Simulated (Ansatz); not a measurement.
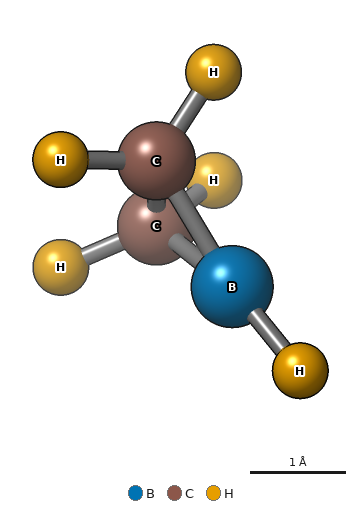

This is the input geometry for a relaxation of C2H5B. The picture is a ball-and-stick view, seen from a free direction.

It is one of the separated reactants of a reaction.

Computed with Ansatz, RKS PBE-D4/def2-SVP.

Input file:
```yaml
crystal:
  periodic: [false, false, false]
  atoms:
    - {symbol: B, position_ang: [-0.939356, -0.092261, -0.532146]}
    - {symbol: C, position_ang: [0.175764, 0.633387, 0.261761]}
    - {symbol: C, position_ang: [0.406325, -0.576078, 0.067160]}
    - {symbol: H, position_ang: [-2.049549, -0.201733, -1.158264]}
    - {symbol: H, position_ang: [0.861758, 1.281273, -0.335408]}
    - {symbol: H, position_ang: [-0.039544, 0.843213, 1.336830]}
    - {symbol: H, position_ang: [0.338512, -1.163996, 1.014182]}
    - {symbol: H, position_ang: [1.246090, -0.723805, -0.654114]}
basis:
  gaussian: {orbitals: def2-SVP}
hamiltonian: {xc: pbe, dispersion: d4}
relax: {f_tol: 0.03, max_steps: 250}
```

Run as
```bash
ansatz run in.yaml --threads 2 --pin off --events-out ev --progress --plain --max-ram 4352MiB
```

Where does the relaxation end?

The largest moves after the best rigid fit, 0.27 Å, are those of H5, H6, H7 and H8. Largest moves by element: H 0.27 Å, C 0.15 Å, B 0.07 Å. Among the contacts that change: C2–C3 1.247 → 1.548 Å, B1–H4 1.279 → 1.204 Å, B1–C2 1.549 → 1.537 Å, C2–H5 1.117 → 1.105 Å. Among the angles between lasting bonds that change: C2–B1–C3 47.4° → 60.5°, H7–C3–H8 121.6° → 112.0°, C3–C2–H5 111.5° → 118.1°. After 4 geometry steps the energy has fallen by 56.9 kcal/mol. Largest force component: 15 eV/Å at the start, 0.025 eV/Å at the end. Cost: 4 s on 2 threads of Arm Neoverse V2 (shared host).

History of the run:

| step | E − E(0), kcal/mol | largest force component, eV/Å |
| --- | --- | --- |
| 0 | 0.00 | 15.1523 |
| 1 | -50.49 | 3.6921 |
| 2 | -56.52 | 0.7020 |
| 3 | -56.85 | 0.2223 |
| 4 | -56.87 | 0.0247 |

The structure at the end:

```xyz
8

B    -0.8773   -0.0867   -0.4967
C     0.1317    0.7783    0.2758
C     0.4167   -0.7241    0.0346
H    -1.9216   -0.1899   -1.0878
H     0.7481    1.5187   -0.2655
H    -0.0994    1.1064    1.3054
H     0.3763   -1.4076    0.9020
H     1.2255   -0.9951   -0.6679
```

The end point in the same view:

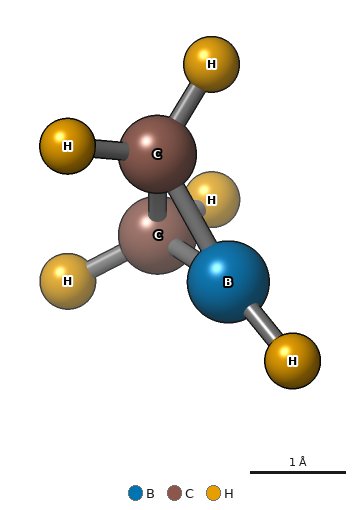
